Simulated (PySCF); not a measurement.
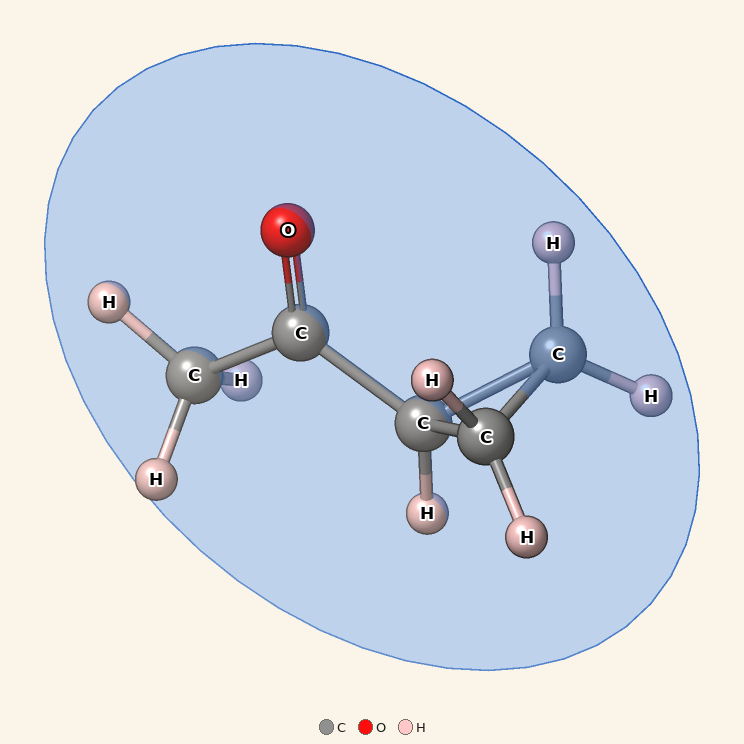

All proper rotation axes (lines) and mirror planes (discs) of the structure are drawn in. Atoms fade into the background with distance from the viewer. Computed geometry: PBE0-D3(BJ)/def2-SVP optimisation. No frequency run is at hand to confirm it as a minimum.

Question: Name the symmetry elements and the point group.

Answer: It has 1 mirror plane. Point group Cs. The group has 2 operations. The geometry is achiral, and symmetry allows a dipole moment.
